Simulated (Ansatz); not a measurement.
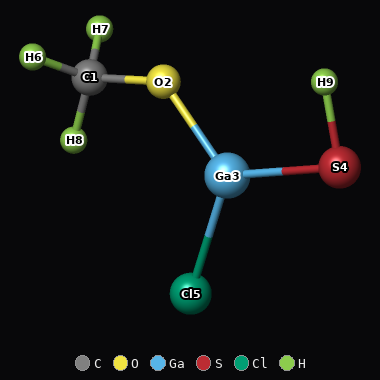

The system is CH4ClGaOS, SMILES C[O][Ga]([SH])[Cl]; the picture shows the reference structure. 
- The first coordinate is: angle C1–O2–Ga3; the second: dihedral C1–O2–Ga3–S4.
- Nothing is relaxed (all other coordinates rigid).
- The scan uses a 13 × 12 grid.
- Points are written as (first, second).
- Energies: kcal/mol, counted from the relaxed molecule at the same level.
- Energies and slopes of some neighbouring points disagree (a jump in structure or state, or too coarse a mesh).
- Level of theory: Ansatz, RKS PBE0-D4/def2-SVP.

Its coordinates:

```xyz
9

C     1.1087    0.9639    0.6378
O     0.3357   -0.2004    0.5198
Ga   -0.8994   -0.4882   -0.7124
S    -1.9839   -2.3764   -0.7092
Cl   -1.2706    1.0476   -2.1573
H     0.9474    1.4258    1.6273
H     2.1811    0.7157    0.5536
H     0.8758    1.7222   -0.1314
H    -1.2948   -2.8103    0.3718
```

Range: angle C1–O2–Ga3 from 80.4 to 170.4°; dihedral C1–O2–Ga3–S4 from −180 to 150°.

**Predict the map.**

The lowest grid point is at (125.4°, −180°), 0.0 kcal/mol from the relaxed molecule at the same level. Other grid points that lie below all their neighbours: (125.4°, 0°) (2.2 kcal/mol higher). The highest grid point, (80.4°, 0°), lies 118.0 kcal/mol above the lowest.

| dihedral C1–O2–Ga3–S4 ↓, angle C1–O2–Ga3 → | 80.4 | 87.9 | 95.4 | 102.9 | 110.4 | 117.9 | 125.4 | 132.9 | 140.4 | 147.9 | 155.4 | 162.9 | 170.4 |
| --- | --- | --- | --- | --- | --- | --- | --- | --- | --- | --- | --- | --- | --- |
| 150 | 61.9 | 34.4 | 18.1 | 8.9 | 4.0 | 1.8 | 1.1 | 1.5 | 2.5 | 3.8 | 5.2 | 6.6 | 7.6 |
| 120 | 35.9 | 21.3 | 13.4 | 8.7 | 5.9 | 4.2 | 3.5 | 3.6 | 4.1 | 5.1 | 6.1 | 7.1 | 7.9 |
| 90 | 31.2 | 19.3 | 13.3 | 9.7 | 7.3 | 5.8 | 5.0 | 4.9 | 5.3 | 5.9 | 6.7 | 7.5 | 8.1 |
| 60 | 40.1 | 24.0 | 15.1 | 9.8 | 6.7 | 5.0 | 4.4 | 4.4 | 5.0 | 5.8 | 6.8 | 7.6 | 8.2 |
| 30 | 71.8 | 42.4 | 23.6 | 12.4 | 6.3 | 3.5 | 2.7 | 3.0 | 3.9 | 5.2 | 6.4 | 7.4 | 8.1 |
| 0 | 118.0 | 75.0 | 42.5 | 20.8 | 9.1 | 3.8 | 2.2 | 2.4 | 3.4 | 4.8 | 6.2 | 7.3 | 8.1 |
| −30 | 71.9 | 42.4 | 23.6 | 12.4 | 6.3 | 3.5 | 2.7 | 3.0 | 3.9 | 5.2 | 6.4 | 7.4 | 8.1 |
| −60 | 40.1 | 24.0 | 15.1 | 9.8 | 6.7 | 5.0 | 4.4 | 4.4 | 5.0 | 5.8 | 6.8 | 7.6 | 8.2 |
| −90 | 31.2 | 19.3 | 13.3 | 9.7 | 7.3 | 5.7 | 5.0 | 4.9 | 5.3 | 5.9 | 6.7 | 7.5 | 8.1 |
| −120 | 35.9 | 21.3 | 13.4 | 8.7 | 5.8 | 4.2 | 3.5 | 3.6 | 4.1 | 5.1 | 6.1 | 7.1 | 7.9 |
| −150 | 61.9 | 34.4 | 18.1 | 8.9 | 4.0 | 1.8 | 1.1 | 1.5 | 2.5 | 3.8 | 5.2 | 6.6 | 7.6 |
| −180 | 89.8 | 48.5 | 23.7 | 10.2 | 3.5 | 0.7 | 0.0 | 0.5 | 1.7 | 3.2 | 4.8 | 6.3 | 7.5 |

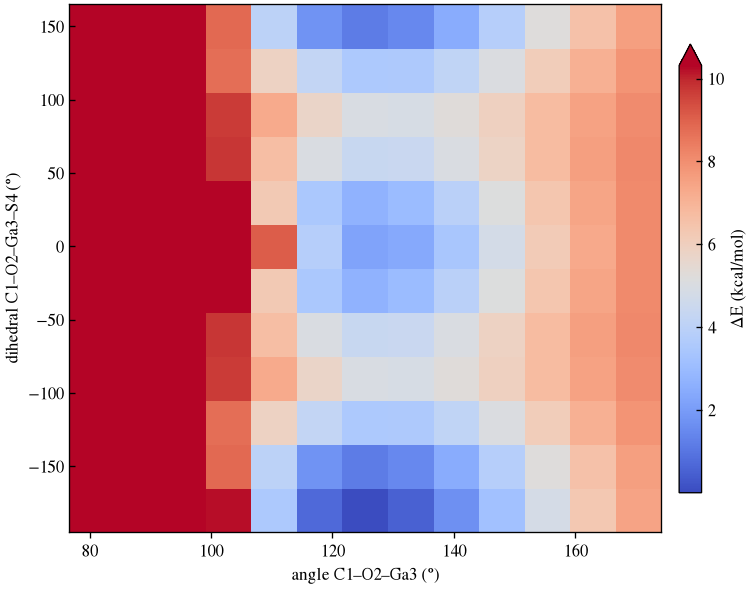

The picture shows one coloured cell a grid point, one colour for all values above the top of the scale.

The whole map (156 points run) took 34 min on 1 thread of Arm Neoverse N1 (shared host).
